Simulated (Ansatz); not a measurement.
# CH4OSiTe: harmonic frequencies at the relaxed geometry from a Python script

The task is harmonic frequencies at the relaxed geometry, for CH4OSiTe. SMILES: [TeH][SiH]1CO1.

All numbers are computed with Ansatz 0.2.0, driven from Python. Level of theory: PBE/def2-SVP.

**1. The structure**

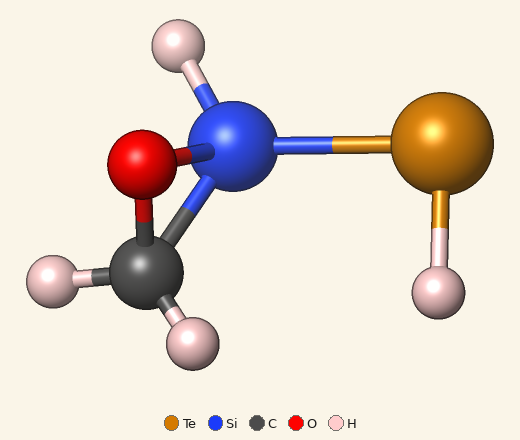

The starting structure, viewed from a chosen angle; tellurium orange, silicon blue, carbon dark grey, oxygen red, hydrogen pink.

Input file ch4osite.xyz:

```xyz
8

Te   -1.14970    1.82240   -1.26300
Si    0.31580    0.78280    0.36980
C     0.23010   -1.05220    0.40620
O     1.25550   -0.50880   -0.44650
H    -2.10230    0.38680   -1.43690
H     1.30490    1.56760    1.14640
H    -0.55050   -1.53420   -0.11610
H     0.78840   -1.52140    1.28430
```

**2. The code**

freq.py

```python
# -*- coding: utf-8 -*-
"""Vibrations and zero-point energy of CH4OSiTe."""

import ansatz as az
import numpy as np

geometry = az.Crystal.molecule_from_extxyz("ch4osite.xyz")

calculation = geometry.calculation()
calculation = calculation.basis(gaussian="def2-SVP")
calculation = calculation.functional("pbe")
symbols = [site.symbol for site in geometry.cartesian_sites]
start = np.array([site.position_ang for site in geometry.cartesian_sites], dtype=float)
rep = calculation.relax(force_tolerance=0.003).run(threads=1, pin="off").report
end = np.array(rep["positions_ang"])

print("final positions (A) and the move of each atom")
for symbol, xyz, old in zip(symbols, end, start):
    print(f"{symbol:2s} {xyz[0]:10.5f} {xyz[1]:10.5f} {xyz[2]:10.5f}   {np.linalg.norm(xyz - old):7.4f}")

# same settings at the minimum
minimum = az.Crystal.molecule()
for symbol, place in zip(symbols, end):
    minimum = minimum.atom(symbol, place.tolist())
vibrating = minimum.calculation()
vibrating = vibrating.basis(gaussian="def2-SVP")
vibrating = vibrating.functional("pbe").phonons(temperatures=(100, 500, 100))
vib = vibrating.run(threads=1, pin="off").report["vibrations"]
sums = vib["harmonic_sums"]
modes = [m["omega_inv_cm"] for m in sums["modes_at_gamma"] if m["rigid_motion"] == "no"]
for number, w in enumerate(modes, start=1):
    print(f"mode {number:2d} {w:9.1f} 1/cm {w / 8065.544 * 1000:8.2f} meV")
print("imaginary modes:", sum(w < 0 for w in modes), " zero-point energy:", round(sums["zero_point_energy_ev"], 4), "eV")
print("T (K)   F_vib (eV)   S_vib (meV/K)   C_vib (meV/K)")
for row in zip(sums["temperatures_k"], sums["vibrational_free_energy_ev"], vib["entropy_ev_per_k"], vib["heat_capacity_ev_per_k"]):
    print(f"{row[0]:6.1f} {row[1]:11.4f} {1000 * row[2]:13.4f} {1000 * row[3]:15.4f}")
```

**3. The input behind the calls**

The engine receives this input (first run):

```yaml
crystal:
  periodic: [false, false, false]
  atoms:
    - { symbol: Te, position_ang: [-1.1497, 1.8224, -1.263] }
    - { symbol: Si, position_ang: [0.3158, 0.7828, 0.3698] }
    - { symbol: C, position_ang: [0.2301, -1.0522, 0.4062] }
    - { symbol: O, position_ang: [1.2555, -0.5088, -0.4465] }
    - { symbol: H, position_ang: [-2.1023, 0.3868, -1.4369] }
    - { symbol: H, position_ang: [1.3049, 1.5676, 1.1464] }
    - { symbol: H, position_ang: [-0.5505, -1.5342, -0.1161] }
    - { symbol: H, position_ang: [0.7884, -1.5214, 1.2843] }
basis:
  gaussian:
    orbitals: def2-SVP
hamiltonian:
  xc: pbe
relax:
  f_tol: 0.003
```

**4. The run**

Command:

```bash
python freq.py
```

The program printed:

```text
final positions (A) and the move of each atom
Te   -1.30920    2.01215   -1.09555    0.2991
Si    0.36961    0.70546    0.21404    0.1820
C     0.31133   -1.10828    0.49943    0.1358
O     1.23440   -0.56939   -0.52619    0.1023
H    -1.99219    0.58016   -1.65292    0.3101
H     1.17001    1.63958    1.06796    0.1718
H    -0.51559   -1.71984    0.08461    0.2756
H     0.82384   -1.59684    1.35282    0.1079
mode  1     128.0 1/cm    15.87 meV
mode  2     143.6 1/cm    17.80 meV
mode  3     179.5 1/cm    22.26 meV
mode  4     307.3 1/cm    38.10 meV
mode  5     514.8 1/cm    63.83 meV
mode  6     548.6 1/cm    68.02 meV
mode  7     680.8 1/cm    84.41 meV
mode  8     701.1 1/cm    86.92 meV
mode  9     723.0 1/cm    89.64 meV
mode 10     791.5 1/cm    98.13 meV
mode 11     986.2 1/cm   122.28 meV
mode 12    1067.4 1/cm   132.34 meV
mode 13    1072.0 1/cm   132.92 meV
mode 14    1400.7 1/cm   173.66 meV
mode 15    2061.9 1/cm   255.64 meV
mode 16    2187.8 1/cm   271.25 meV
mode 17    2986.9 1/cm   370.33 meV
mode 18    3072.4 1/cm   380.93 meV
imaginary modes: 0  zero-point energy: 1.2122 eV
T (K)   F_vib (eV)   S_vib (meV/K)   C_vib (meV/K)
 100.0      1.2087        0.1138          0.2042
 200.0      1.1871        0.3187          0.4112
 300.0      1.1450        0.5241          0.6102
 400.0      1.0825        0.7225          0.7695
 500.0      1.0009        0.9078          0.8913
```

It took 2.1 min on 1 thread of Arm Neoverse V2, shared host; peak memory 0.22 GiB.

**5. Inputs of later runs**

The engine's inputs for the other runs:

Run 2, against run 1:

```diff
@@ -4,8 +4,8 @@
-    - { symbol: Te, position_ang: [-1.1497, 1.8224, -1.263] }
-    - { symbol: Si, position_ang: [0.3158, 0.7828, 0.3698] }
-    - { symbol: C, position_ang: [0.2301, -1.0522, 0.4062] }
-    - { symbol: O, position_ang: [1.2555, -0.5088, -0.4465] }
-    - { symbol: H, position_ang: [-2.1023, 0.3868, -1.4369] }
-    - { symbol: H, position_ang: [1.3049, 1.5676, 1.1464] }
-    - { symbol: H, position_ang: [-0.5505, -1.5342, -0.1161] }
-    - { symbol: H, position_ang: [0.7884, -1.5214, 1.2843] }
+    - { symbol: Te, position_ang: [-1.3091985411737894, 2.012145432060435, -1.0955501431253287] }
+    - { symbol: Si, position_ang: [0.3696071170227355, 0.7054639568886205, 0.2140411070021182] }
+    - { symbol: C, position_ang: [0.31133237805435765, -1.108275081810399, 0.49942528813838954] }
+    - { symbol: O, position_ang: [1.2343957921694444, -0.569390738993235, -0.526188270934498] }
+    - { symbol: H, position_ang: [-1.9921945636705622, 0.5801632103259893, -1.6529197011546] }
+    - { symbol: H, position_ang: [1.1700059887526393, 1.6395757649032279, 1.0679582068153157] }
+    - { symbol: H, position_ang: [-0.5155866790647313, -1.7198445789692969, 0.08461424659646793] }
+    - { symbol: H, position_ang: [0.8238385079099055, -1.5968379644053414, 1.352819266662136] }
@@ -17,2 +17,5 @@
-relax:
-  f_tol: 0.003
+phonons:
+  temperatures:
+    t_min: 100.0
+    t_max: 500.0
+    t_step: 100.0
```

**6. The runs side by side**

One row for each of the 2 runs:

```csv
run,kind of run,energy from run 1 (eV),SCF cycles in all,CPU time (s)
1,relaxation,0.0000,117,42
2,phonons,0.0000,307,84
```

**7. The relaxation of run 1, step by step**

Relaxation path:

| step | E - E(step 1) (eV) | largest force component (eV/Å) |
| --- | --- | --- |
| 1 | 0.0000 | 2.9995 |
| 2 | -0.3581 | 0.7631 |
| 3 | -0.4479 | 0.5354 |
| 4 | -0.4225 | 0.7390 |
| 5 | -0.4708 | 0.0864 |
| 6 | -0.4720 | 0.0471 |
| 7 | -0.4735 | 0.1004 |
| 8 | -0.4743 | 0.0857 |
| 9 | -0.4762 | 0.0379 |
| 10 | -0.4762 | 0.0320 |
| 11 | -0.4764 | 0.0099 |
| 12 | -0.4765 | 0.0017 |

Step 1 is the start. Step 4 was tried and not accepted.

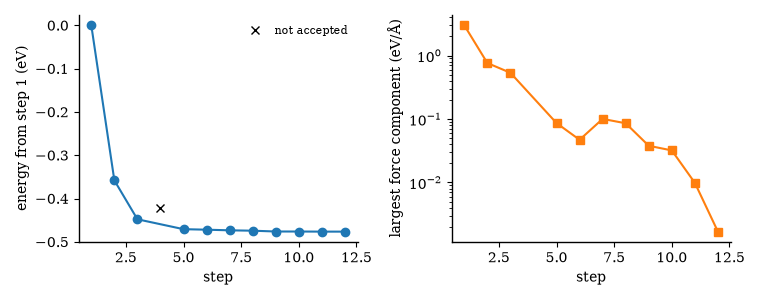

Energy and largest force along the relaxation.

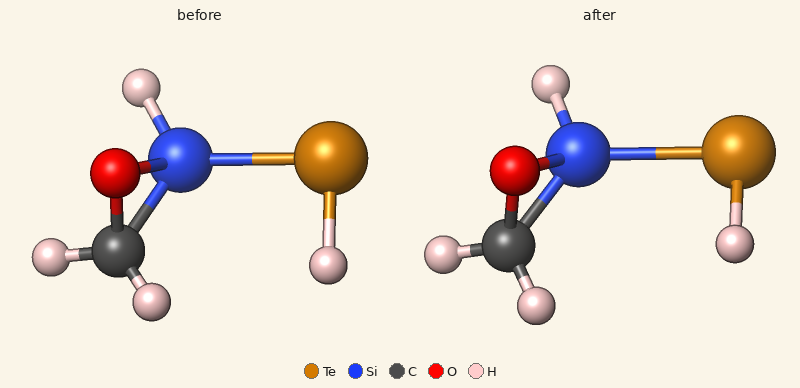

The structure before (left) and after (right) the relaxation, drawn at the same scale.

Before: Bond lengths: Te1–Si2 2.428 Å, Si2–C3 1.837 Å, Si2–O4 1.794 Å, C3–O4 1.440 Å, Te1–H5 1.732 Å, Si2–H6 1.482 Å, C3–H7 1.056 Å, C3–H8 1.141 Å. Angles: Te1–Si2–C3 114.4°, Te1–Si2–O4 108.6°, Te1–Si2–H6 121.9°, C3–Si2–O4 46.7°, C3–Si2–H6 123.3°, O4–Si2–H6 105.7°, Si2–Te1–H5 92.6°, Si2–C3–O4 65.1°, Si2–C3–H7 118.7°, Si2–C3–H8 113.8°, O4–C3–H7 113.9°, O4–C3–H8 105.2°, H7–C3–H8 123.7°, Si2–O4–C3 68.2°.

After: Bond lengths: Te1–Si2 2.498 Å, Si2–C3 1.837 Å, Si2–O4 1.709 Å, C3–O4 1.481 Å, Te1–H5 1.682 Å, Si2–H6 1.497 Å, C3–H7 1.109 Å, C3–H8 1.109 Å. Angles: Te1–Si2–C3 125.2°, Te1–Si2–O4 120.2°, Te1–Si2–H6 109.4°, C3–Si2–O4 49.2°, C3–Si2–H6 123.0°, O4–Si2–H6 116.2°, Si2–Te1–H5 90.1°, Si2–C3–O4 60.9°, Si2–C3–H7 120.7°, Si2–C3–H8 122.7°, O4–C3–H7 114.0°, O4–C3–H8 113.9°, H7–C3–H8 112.9°, Si2–O4–C3 69.9°.

**8. Harmonic frequencies**

Frequencies (cm⁻¹; negative: imaginary): 128, 144, 180, 307, 515, 549, 681, 701, 723, 791, 986, 1067, 1072, 1401, 2062, 2188, 2987, 3072.

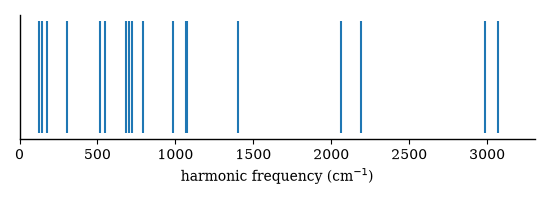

The harmonic frequencies as lines of equal height (no intensities).

**9. Outcome**

| quantity | value |
| --- | --- |
| runs compared | 2 |
| moves of the relaxation of run 1 | 10 |
| energy gained in run 1 | 0.476 eV |
| last largest force component of run 1 | 0.0017 eV/Å |
| highest frequency | 3072 cm⁻¹ |
| imaginary modes | 0 |
| zero-point energy | 1.212 eV |

In words: Run 1: The relaxation took 10 moves; the largest shift is 0.310 Å, of atom 5 (H). All frequencies are real, so the geometry is a minimum. The values are harmonic; measured fundamentals also hold anharmonic shifts, mostly downward for stretches. The frequencies are harmonic and unscaled, in a modest basis. def2 sets replace the cores of elements past krypton by effective core potentials.
